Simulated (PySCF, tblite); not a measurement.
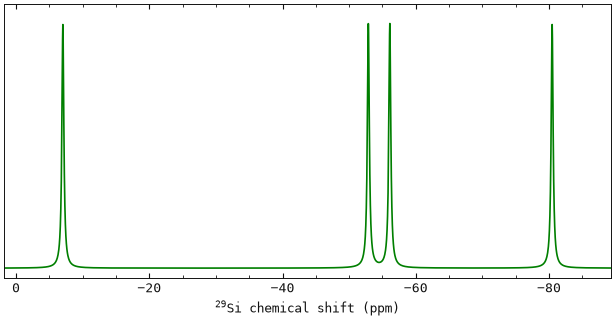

GIAO shifts, PBE0/pcSseg-1 with PySCF, at a GFN2-xTB geometry (a minimum by its frequencies), against TMS for ²⁹Si computed at the same level. Gas phase, fully decoupled, line heights follow the number of nuclei, widths are arbitrary (no quadrupolar broadening); values of one conformer, averaged over methyl-type rotors and exact or near symmetry; other conformers aren't averaged in.

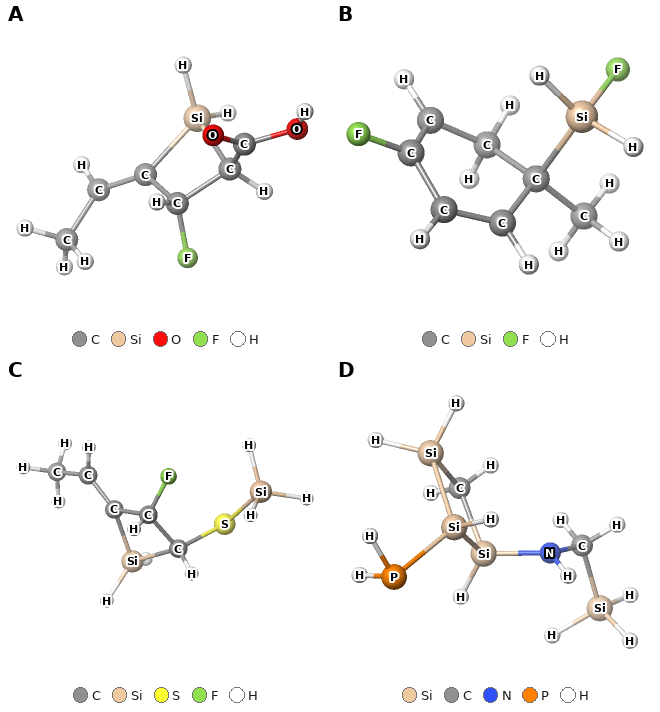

> Which molecule was computed? Choose among the lettered structures.

Structure D, C₂H₁₄NPSi₄, SMILES [SiH3]CN[Si@@H]1C[SiH2][Si@H]1P. Its ²⁹Si signals: −7.0 (1 Si), −52.9 (1 Si), −56.1 (1 Si), −80.5 (1 Si) ppm.

Caveats: the tight-binding geometry is rougher than a DFT one and adds to the error.
